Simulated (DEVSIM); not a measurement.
System: Schottky contact on n-type GaAs, at 400 K.

```tsv
layer (left to right)	material	thickness (μm)	Nd (cm⁻³)	τn (s)	τp (s)
1	GaAs	5.20	2.7e16	1.1e-9	1.1e-9
```

Left contact: Schottky, work function 5.14 eV, emission velocity 1.9e6 cm/s. Right contact: ohmic. Voltage is applied to the left contact. Recombination: SRH at mid-gap, radiative, Auger. Mobility is constant in doping.

This is a model device: material constants are rounded textbook-type values typed into the input, and sizes, dopings and lifetimes were drawn at random. Values at 300 K; Nc and Nv go as T^1.5, mobilities as T to minus their exponent, the gap by Varshni's rule with the affinity fixed.

```
parameter             GaAs
----------------  --------
gap (eV)             1.424
affinity (eV)         4.07
permittivity          12.9
Nc (cm⁻³)           4.7e17
Nv (cm⁻³)             9e18
μn (cm²/Vs)           8500
μp (cm²/Vs)            400
T exponent of μn       2.1
T exponent of μp       2.2
B (cm³/s)            2e-10
Cn (cm⁶/s)           1e-30
Cp (cm⁶/s)           1e-30
Varshni α (eV/K)  0.000541
Varshni β (K)          204
```

Simulated with DEVSIM: 1D drift-diffusion, Boltzmann statistics, complete ionisation; no tunnelling, impact ionisation, image-force lowering or self-heating. Metal contacts follow the ideal Schottky-Mott rule: no Fermi-level pinning, no interface dipoles.

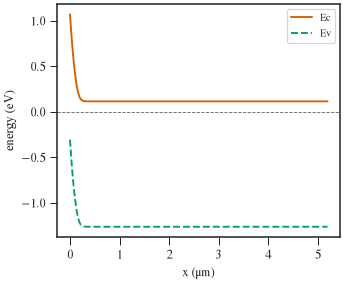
Band edges at zero bias

Energies count from the Fermi level of the right contact; mesh points crowd at the junctions.

| x (μm) | Ec (eV) | Ev (eV) | n (cm⁻³) | p (cm⁻³) | field (V/cm) |
|---|---|---|---|---|---|
| 0.000 | 1.070 | -0.307 | 24000 | 1.9e15 | -83000 |
| 0.01208 | 0.972 | -0.406 | 410000 | 1.1e14 | -79000 |
| 0.03017 | 0.835 | -0.542 | 2.2e7 | 2.0e12 | -72000 |
| 0.05729 | 0.653 | -0.724 | 4.3e9 | 1.0e10 | -62000 |
| 0.1194 | 0.342 | -1.035 | 3.5e13 | 1300000 | -38000 |
| 0.1909 | 0.162 | -1.216 | 6.6e15 | 6700 | -13000 |
| 0.2981 | 0.115 | -1.262 | 2.6e16 | 1700 | -590 |
| 0.5211 | 0.113 | -1.264 | 2.7e16 | 1600 | ≈ 0 |
| 0.7929 | 0.113 | -1.264 | 2.7e16 | 1600 | ≈ 0 |
| 1.251 | 0.113 | -1.264 | 2.7e16 | 1600 | ≈ 0 |
| 1.886 | 0.113 | -1.264 | 2.7e16 | 1600 | ≈ 0 |
| 3.080 | 0.113 | -1.264 | 2.7e16 | 1600 | ≈ 0 |
| 3.793 | 0.113 | -1.264 | 2.7e16 | 1600 | ≈ 0 |
| 4.269 | 0.113 | -1.264 | 2.7e16 | 1600 | ≈ 0 |
| 4.682 | 0.113 | -1.264 | 2.7e16 | 1600 | ≈ 0 |
| 4.862 | 0.113 | -1.264 | 2.7e16 | 1600 | ≈ 0 |
| 4.983 | 0.113 | -1.264 | 2.7e16 | 1600 | ≈ 0 |
| 5.063 | 0.113 | -1.264 | 2.7e16 | 1600 | ≈ 0 |
| 5.129 | 0.113 | -1.264 | 2.7e16 | 1600 | ≈ 0 |
| 5.161 | 0.113 | -1.264 | 2.7e16 | 1600 | ≈ 0 |
| 5.184 | 0.113 | -1.264 | 2.7e16 | 1600 | ≈ 0 |
| 5.200 | 0.113 | -1.264 | 2.7e16 | 1600 | ≈ 0 |
